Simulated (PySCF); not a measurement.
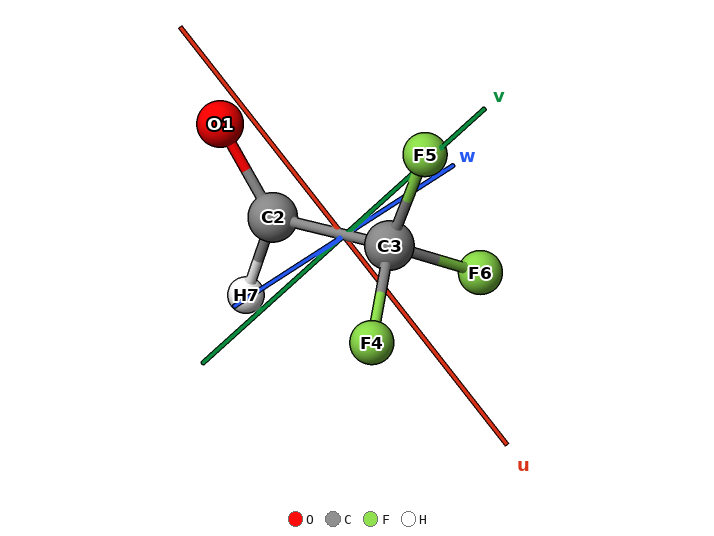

The lines u, v and w are the principal axes of the static dipole polarisability. The computed structure is the end point of a GFN2-xTB optimisation. No frequency run is at hand to confirm it as a minimum. Level of theory: PBE0/def2-SVPD (PySCF 2.14.0).

> Along which axis is the molecule most polarisable, and along which least?

Most along u, least along w.

> Give the three principal values.

u 35.8, v 30.7, w 26.2 bohr³; mean 30.9, anisotropy 8.3 bohr³.
